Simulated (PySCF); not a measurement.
## A study: C3H6OS, SMILES `CC(=S)CO`

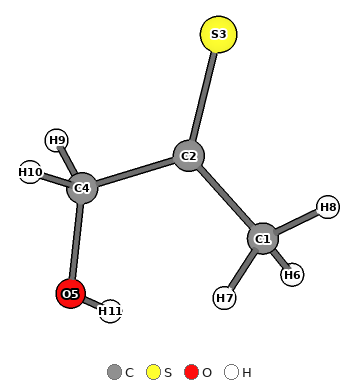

The molecule, with its atoms numbered as below. No frequency check shows the geometry to be a minimum.

Cartesian coordinates (Å):

```
C1      -0.1649   -1.5925    0.0553
C2       0.1982   -0.1518    0.0426
S3       1.7351    0.3625   -0.0538
C4      -0.9245    0.8449    0.1405
O5      -2.2083    0.3143   -0.0455
H6      -0.5495   -1.8844   -0.9246
H7      -0.9562   -1.7727    0.7825
H8       0.7052   -2.2046    0.2756
H9      -0.7270    1.6836   -0.5426
H10     -0.9213    1.2549    1.1582
H11     -2.2984    0.0061   -0.9539
```

## 1. Bonding charge

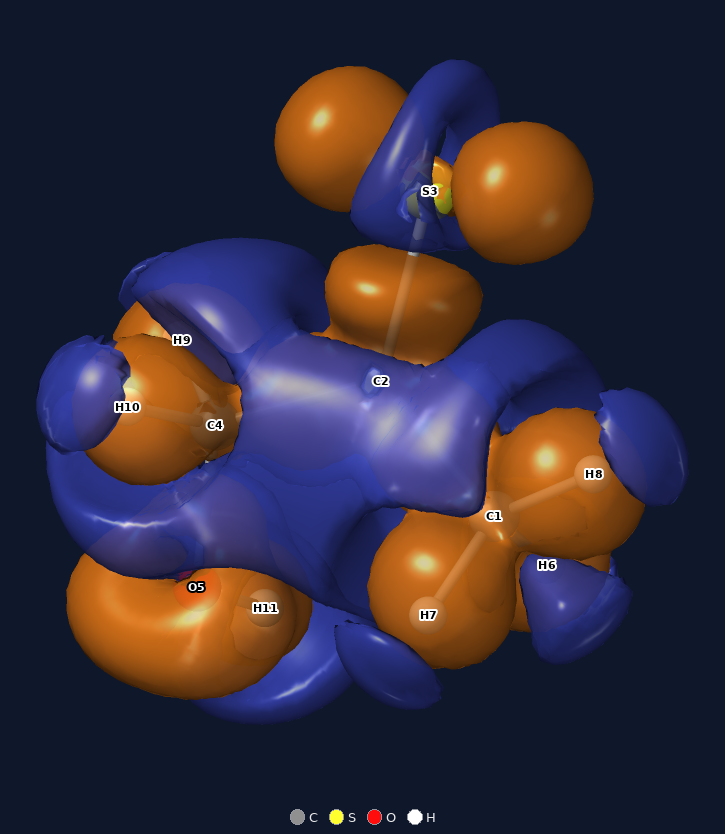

Deformation density (molecule less spherical, spin-averaged free atoms at the same positions), surfaces at ±0.04 e/Å³; orange: gain, blue: loss.

Method: M06-2X/6-311+G**; geometry: GFN2-xTB; program: PySCF.

**How much density has each bond gained at its critical point, relative to the free atoms?**

The five largest and four smallest: O5–H11: +0.88 e/Å³ at the bond critical point (bond length 0.96 Å). C4–H9: +0.75 e/Å³ at the bond critical point (bond length 1.10 Å). C4–H10: +0.74 e/Å³ at the bond critical point (bond length 1.10 Å). C1–H8: +0.72 e/Å³ at the bond critical point (bond length 1.09 Å). C1–H7: +0.70 e/Å³ at the bond critical point (bond length 1.09 Å). C2–C4: +0.55 e/Å³ at the bond critical point (bond length 1.50 Å). C1–C2: +0.51 e/Å³ at the bond critical point (bond length 1.49 Å). C2–S3: +0.14 e/Å³ at the bond critical point (bond length 1.62 Å). C4–O5: +0.09 e/Å³ at the bond critical point (bond length 1.40 Å); up to 0.6 Å beside the axis the gain reaches +0.34 e/Å³. In all, 2.6 electrons gather in the regions of gain relative to the promolecule. A small or negative value marks a very polar bond, one between electron-rich atoms, whose free-atom densities already overlap strongly, a long bond to a heavier atom, or a closed-shell contact such as a hydrogen bond.

**Where do the Hirshfeld charges lie?**

The highest Hirshfeld charge is on H11 (+0.17 e), the lowest on O5 (−0.23 e).

## 2. Bond critical points

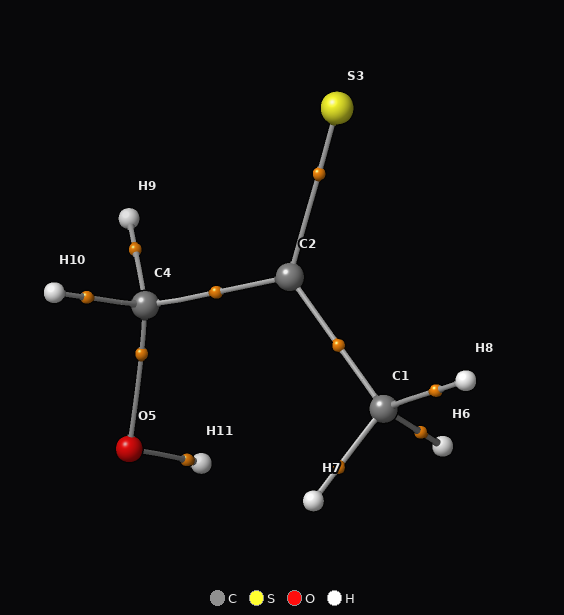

Molecular graph of the electron density (QTAIM): bond paths, bond critical points (orange), ring points (yellow, if any); weak paths are dashed.

**How many critical points of each kind are there, and does the count close?**

11 nuclei, 10 bond, 0 ring and 0 cage critical points: 11 − 10 + 0 − 0 = 1, as the Poincaré–Hopf relation requires.

**Give the properties at the bond critical points.**

```csv
bond,length (Å),ρ (a.u.),∇²ρ (a.u.),ε,H (a.u.)
O5–H11,0.963,0.365,−2.51,0.03,−0.701
C1–H8,1.086,0.278,−0.94,0.01,−0.276
C4–H10,1.097,0.277,−0.95,0.04,−0.272
C4–H9,1.099,0.277,−0.94,0.04,−0.270
C1–H7,1.090,0.274,−0.92,0.01,−0.271
C1–H6,1.092,0.269,−0.88,0.01,−0.265
C4–O5,1.401,0.262,−0.36,0.02,−0.360
C1–C2,1.486,0.261,−0.64,0.02,−0.227
C2–C4,1.505,0.259,−0.64,0.07,−0.220
C2–S3,1.624,0.235,−0.01,0.10,−0.294
```

**What kind of interaction is C4–O5?**

Shared-shell (covalent): ρ = 0.262, ∇²ρ = −0.36, H = −0.360 a.u.

## 3. Local ionisation energy

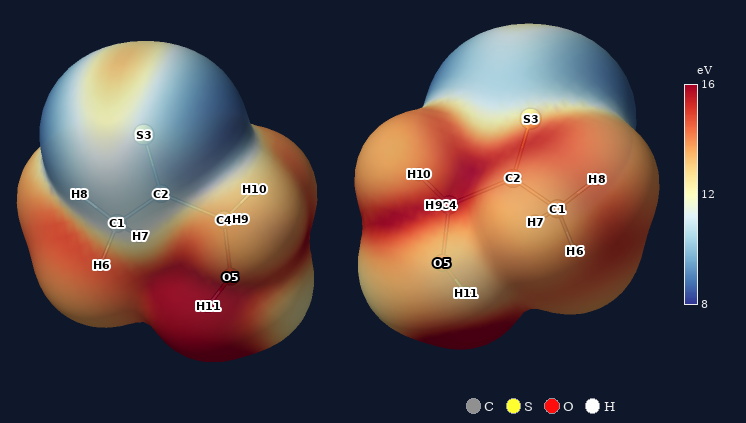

Average local ionisation energy on the surface of electron density 0.001 a.u. (back view left, front view right).

**Where are the most loosely bound electrons on this surface?**

The lowest value is 8.6 eV, about equally far (2.3 Å) from S3 and H9. Further minima include 8.8 eV, about equally far (2.3 Å) from S3 and H8; 12.2 eV, 1.9 Å from O5; 12.5 eV, about equally far (1.9 Å) from O5 and H7. For comparison, the highest occupied orbital lies at −7.7 eV.

**What volume does the surface enclose, and what is the dipole moment?**

About 121 Å³; the dipole moment is 2.1 D.

## 4. Excited states

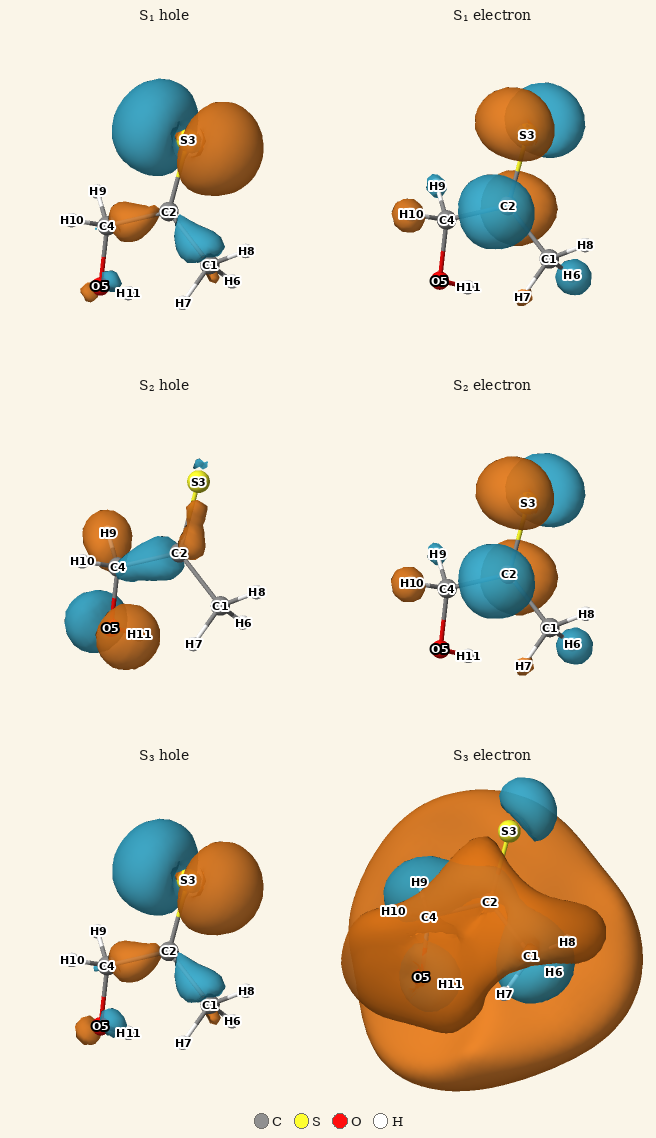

Leading natural transition orbitals (TDA singlet states).

Level of theory: B3LYP/def2-SVPD (PySCF), at a geometry from GFN2-xTB.

**Describe these excited states.**

By state:
- S₁: 2.53 eV (490 nm), f = 0.000 (dark); the leading pair carries 100 %; hole on S3 (82 %) and C2 (6 %), electron on S3 (42 %), C2 (37 %) and C1 and C4 (5 % each); their centroids lie 0.8 Å apart.
- S₂: 5.08 eV (244 nm), f = 0.030, charge transfer, whose energy this functional puts too low; the leading pair carries 95 %; hole on O5 (54 %), S3 (12 %) and C4 (11 %), electron on S3 (39 %), C2 (35 %) and C1 and C4 (5 % each); their centroids lie 1.9 Å apart.
- S₃: 5.25 eV (236 nm), f = 0.012, partly diffuse acceptor orbital; the leading pair carries 94 %; hole on S3 (76 %), C2 (7 %) and O5 (5 %), electron on H11 (24 %), O5 (12 %) and H6 (12 %) (atom shares of so diffuse an orbital are rough); their centroids lie 2.6 Å apart.

## 5. Removing or adding an electron

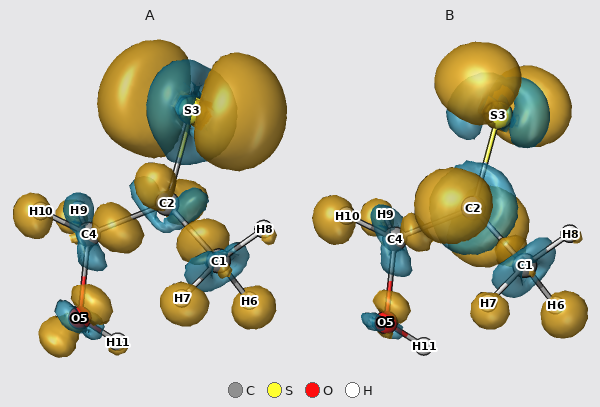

The two Fukui functions at ±0.03 e/Å³ (yellow positive, teal negative).

PySCF calculation, B3LYP/def2-SVPD, gas phase; geometry: GFN2-xTB.

**Which panel is f⁻ (electron removed) and which f⁺ (electron added)?**

A is f⁻, B is f⁺. f⁻ (Hirshfeld-condensed) is largest on S3 (0.55); the vertical ionisation energy is 8.69 eV (the stability of the cation's solution wasn't checked). f⁺ (Hirshfeld-condensed) is largest on S3 (0.44); the vertical electron affinity is 0.32 eV (the stability of the anion's solution wasn't checked; the anion's highest orbital has positive energy, so this value and f⁺ depend on the basis).

**What chemical potential and hardness follow from the two energies?**

μ = −(I + A)/2 = −4.51 eV and η = I − A = 8.37 eV.

## 6. Localised orbitals

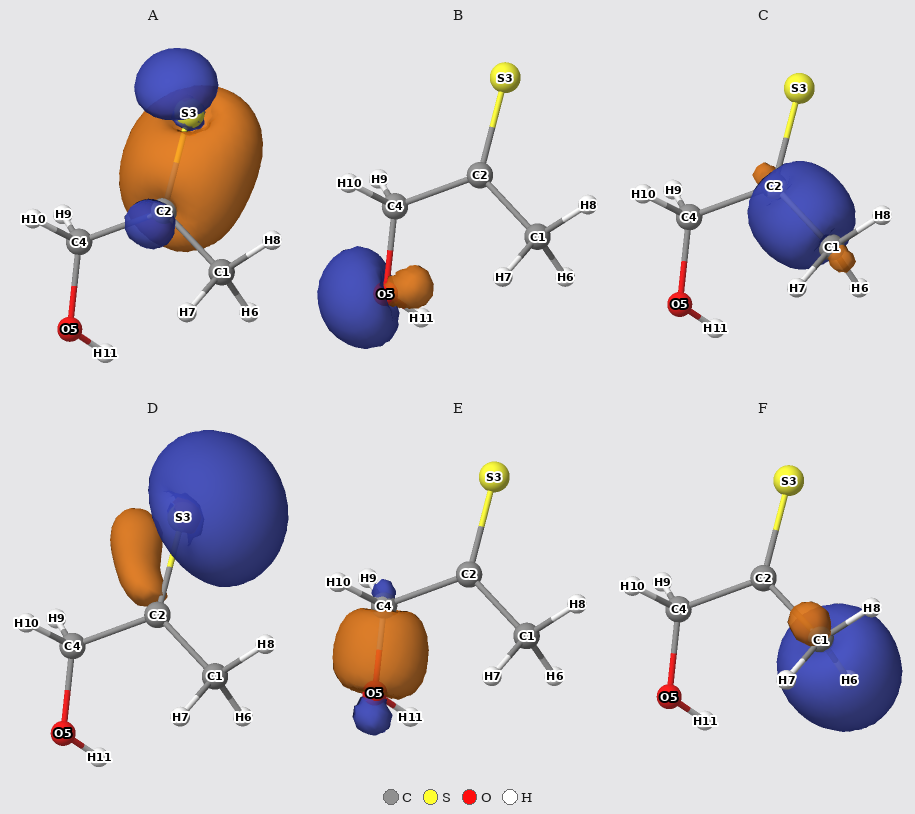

Foster–Boys orbitals, occupied; each surface holds about 80 % of the orbital's density. Energies are diagonal elements of the Fock matrix.

Level of theory: B3LYP/6-311G** (PySCF), at a geometry from GFN2-xTB.

**What does each orbital represent in a Lewis picture?**

By panel:
- A: bent (banana) bond S3–C2 (S3 55 %, C2 44 %; −13.1 eV)
- B: lone pair on O5 (sp2.4-type) (O5 97 %; −12.7 eV)
- C: σ bond C2–C1 (C2 51 %, C1 48 %; −15.6 eV)
- D: lone pair on S3 (sp1.6-type) (S3 98 %; −10.4 eV)
- E: σ bond O5–C4 (O5 63 %, C4 36 %; −19.3 eV)
- F: σ bond C1–H6 (C1 55 %, H6 43 %; −13.9 eV)

The PySCF runs shown took 48 s, 8.3 min, 120 s and 19 s on 1 thread of Arm Neoverse V1, on a shared host.
